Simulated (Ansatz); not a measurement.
The starting structures come from a database of crystals and need not be the phases stable at ambient conditions.

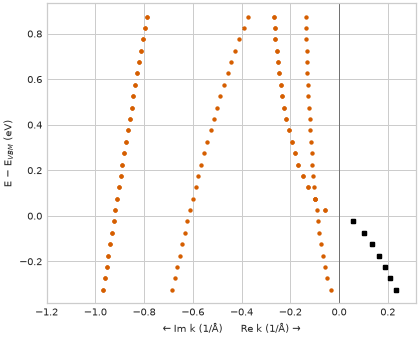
Complex bands at the centre of the two-dimensional zone; r2SCAN (Ansatz, a quantum-chemistry and plane-wave program)

The gap is the functional's own, uncorrected, and κ follows it; spin-orbit coupling is left out. Mid-gap means the computed energy nearest the middle.

**Question.** This is Si (P6_3/mmc, 4 atoms a cell, 20.1 Å³ an atom) along the normal of (001). Read off the slowest decay at the centre of the two-dimensional zone at 0.28 eV, the computed energy nearest the middle of the gap.

**Answer.** κ ≈ 0.11 1/Å, a decay length 1/(2κ) of the density of 4.5 Å.
